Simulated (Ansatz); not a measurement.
# One shape, several levels: doublet [SiH2O2]+

Aim: a comparison of 6 runs (UHF/STO-3G, U-wB97X/aug-cc-pVDZ, UBLYP/aug-cc-pVDZ, UPBE/aug-cc-pVDZ, UBCCD(T)/aug-cc-pVDZ, UCCSD/aug-cc-pVDZ) of doublet [SiH2O2]+. 

The calculation is run with Ansatz 0.2.0.

64 further runs of the same task are left out: 64 set aside as unsound or not needed.

**1. The system as given**

[SiH2O2]+: 5 atoms, total charge +1, spin state doublet. As SMILES of the parent species, `O[Si]O`. The coordinates come from a PBE0-D4/def2-TZVP relaxation. This is one conformer, not always the lowest. That shape belongs to the parent species and isn't relaxed for this state.

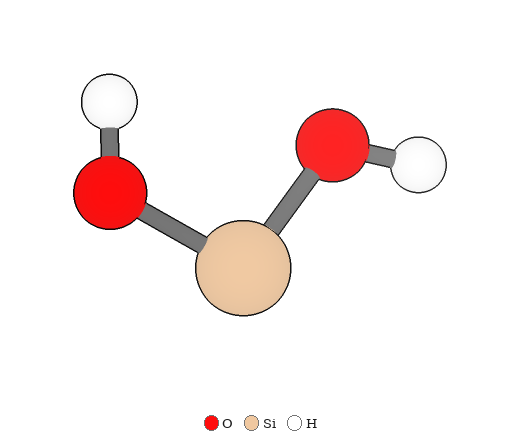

Viewed from a chosen angle; oxygen red, silicon light orange, hydrogen white.

**2. The energy at UHF/STO-3G (run 1)**

Input file molecule.yaml:

```yaml
crystal:
  periodic: [false, false, false]
  atoms:
    - {symbol: O, position_ang: [-1.443200, -0.105600, -0.275000]}
    - {symbol: Si, position_ang: [-0.212000, -0.791300, 0.567700]}
    - {symbol: O, position_ang: [1.036000, 0.187500, 0.068600]}
    - {symbol: H, position_ang: [-1.231900, 0.648900, -0.836100]}
    - {symbol: H, position_ang: [1.901100, -0.013100, 0.433400]}
basis:
  gaussian:
    orbitals: STO-3G
total_charge: 1
magnetization:
  spin_polarized: true
  initial_magnetization: 1
hamiltonian:
  xc: hf
accuracy: high
output:
  orbitals: {seedname: orbitals}
```

Command:

```console
$ ansatz run molecule.yaml --threads 1 --pin off --max-ram 3480MiB --events-out events.jsonl --progress --plain --runs-dir runs
```

Standard output:

```text
Warning: RAYON_NUM_THREADS=1 ignored (pool sized by the plan → 1); use --threads N
Functional definition: HF
  name "HF"
  exchange = exact_x
  correlation = 0
386 factors; integrals over basis functions are off by at most 3.1e-8 eV
mean field evaluation 1: about -11809.8526 eV, gradient 2.8e1 eV
mean field evaluation 2: about -11809.9103 eV, gradient 2.8e1 eV
mean field evaluation 4: about -11816.1026 eV, gradient 1.9e0 eV
mean field evaluation 8: about -11816.2035 eV, gradient 2.7e-1 eV
mean field evaluation 16: about -11816.2086 eV, gradient 2.1e-8 eV
mean field evaluation 32: about -11813.5759 eV, gradient 7.3e0 eV
mean field -11816.20860255 eV, -434.2376568297 hartree, gradient 2.1e-8 eV, S^2 0.787376; 0 other end points of the search recorded, 0 dependent functions left out
reference -11816.20860255 eV, -434.2376568297 hartree; 16, 15 occupied and 5, 6 virtual orbitals, 386 factors
Total energy: -11816.20860255 eV, -434.2376568297 hartree
```

It took 0.16 s on 1 thread of Arm Neoverse V2, shared host.

**3. A single-point energy at U-wB97X/aug-cc-pVDZ (run 2)**

Input file job.yaml:

```yaml
crystal:
  periodic: [false, false, false]
  atoms:
    - {symbol: O, position_ang: [-1.443200, -0.105600, -0.275000]}
    - {symbol: Si, position_ang: [-0.212000, -0.791300, 0.567700]}
    - {symbol: O, position_ang: [1.036000, 0.187500, 0.068600]}
    - {symbol: H, position_ang: [-1.231900, 0.648900, -0.836100]}
    - {symbol: H, position_ang: [1.901100, -0.013100, 0.433400]}
basis:
  gaussian:
    orbitals: aug-cc-pVDZ
total_charge: 1
magnetization:
  spin_polarized: true
  initial_magnetization: 1
hamiltonian:
  xc: {name: wB97X}
accuracy: high
output:
  orbitals: {seedname: orbitals}
```

Command:

```console
$ ansatz run job.yaml --threads 1 --pin off --max-ram 3480MiB --events-out events.jsonl --progress --plain --runs-dir runs
```

Standard output, cut to the lines that bear on the results:

```text
Warning: RAYON_NUM_THREADS=1 ignored (pool sized by the plan → 1); use --threads N
Functional definition: wB97X
  name "wB97X"
[...]
      + exact_x_lr(omega)
[...]
      + integral(e_c_pw_opposite_spin*poly(b97_u_opposite, 1, cos1, cos2, cos3, cos4))
1786 factors; integrals over basis functions are off by at most 3.4e-9 eV
420 factors; integrals over basis functions are off by at most 2.4e-9 eV
[...]
mean field -11995.33509505 eV, -440.8204340130 hartree, gradient 9.3e-8 eV, S^2 0.753887; 0 other end points of the search recorded, 0 dependent functions left out
reference -11995.33508784 eV, -440.8204337482 hartree; 16, 15 occupied and 75, 76 virtual orbitals, 1786 factors
Total energy: -11995.33508784 eV, -440.8204337482 hartree
```

Run time: 36 s. Hardware: 1 thread of Arm Neoverse V2, shared host; peak memory 0.69 GiB.

Runs 3 to 5 aren't shown in full; the table further down has their settings and results.

**4. A single-point energy at UCCSD/aug-cc-pVDZ (run 6)**

Input file in.yaml:

```yaml
crystal:
  periodic: [false, false, false]
  atoms:
    - {symbol: O, position_ang: [-1.443200, -0.105600, -0.275000]}
    - {symbol: Si, position_ang: [-0.212000, -0.791300, 0.567700]}
    - {symbol: O, position_ang: [1.036000, 0.187500, 0.068600]}
    - {symbol: H, position_ang: [-1.231900, 0.648900, -0.836100]}
    - {symbol: H, position_ang: [1.901100, -0.013100, 0.433400]}
basis:
  gaussian: {orbitals: aug-cc-pVDZ}
correlation: {method: ccsd, frozen_orbitals: {H: 0, O: 1, Si: 5}}
magnetization: {spin_polarized: true, initial_magnetization: 1}
accuracy: high
total_charge: 1
scf: {omitted_lower_state_checks: [cluster_reference, increment]}
```

Command:

```console
$ ansatz run in.yaml --threads 1 --pin off --max-ram 3480MiB --events-out events.jsonl --progress --plain --runs-dir runs
```

Standard output:

```text
Warning: RAYON_NUM_THREADS=1 ignored (pool sized by the plan → 1); use --threads N
[... 12 lines left out ...]
7 core orbitals not correlated: weight in the atoms' cores, before any rotation towards them, 1.000 or more for the frozen orbitals, at most 0.000 for the correlated occupied ones
[... 29 lines left out ...]
Total energy: -11974.79954254 eV, -440.0657663776 hartree
Checks for a lower state left out: cluster_reference, increment
```

It took 32 s on 1 thread of Arm Neoverse V2, shared host; peak memory 1 GiB.

**5. All runs side by side**

| run | level | frozen core orbitals | energy (Eh) | HOMO energy (eV) | LUMO energy (eV) | ⟨S²⟩ | wall time |
| --- | --- | --- | --- | --- | --- | --- | --- |
| 1 | UHF/STO-3G | – | -434.237657 | -17.21 | -4.97 | 0.787 | 0.16 s |
| 2 | U-wB97X/aug-cc-pVDZ | – | -440.820434 | -18.35 | -10.44 | 0.754 | 36 s |
| 3 | UBLYP/aug-cc-pVDZ | – | -440.857987 | -14.39 | -12.89 | 0.752 | 9.9 s |
| 4 | UPBE/aug-cc-pVDZ | – | -440.570996 | -14.57 | -12.82 | 0.753 | 8.7 s |
| 5 | UBCCD(T)/aug-cc-pVDZ | 7 | -440.081753 | – | – | 0.759 | 54 s |
| 6 | UCCSD/aug-cc-pVDZ | 7 | -440.065766 | – | – | 0.759 | 32 s |

**6. Summary of results**

| quantity | value |
| --- | --- |
| run 6: total energy | -440.06577 Eh |
| run 6: correlation energy (7 core orbitals frozen) | -478.4 mEh |
| run 6: ⟨S²⟩ of the reference determinant | 0.759 |
| run 6: T1 diagnostic | 0.022 |

What this shows: Totals of different functionals can't be ranked against each other. In run 1 the basis is minimal, so the values are rough. All runs together took 2.3 min, the longest 54 s.
